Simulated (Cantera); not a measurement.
A closed system holds: 1 mol Fe, 0.64 mol HCl, 0.25 mol N₂, held at 38000 Pa.

Method: chemical equilibrium by Gibbs-energy minimisation in Cantera with the NASA 1993 tables (ideal gas, pure condensed phases). Candidate condensed phases: Fe, FeCl₂, FeCl₃, NH₄Cl; 18 gas species. Equilibrium is a limit: real reactors are often held back by kinetics, nucleation or transport.

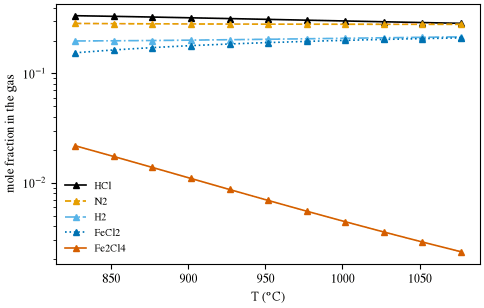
Figure: Equilibrium gas composition (values under 1e-9 drawn at 1e-9)

**Question.** Read off the mole fractions at 1002 °C.

**Answer.** HCl about 0.30, N₂ about 0.28, H₂ about 0.21, FeCl₂ about 0.20, Fe₂Cl₄ about 0.0044.
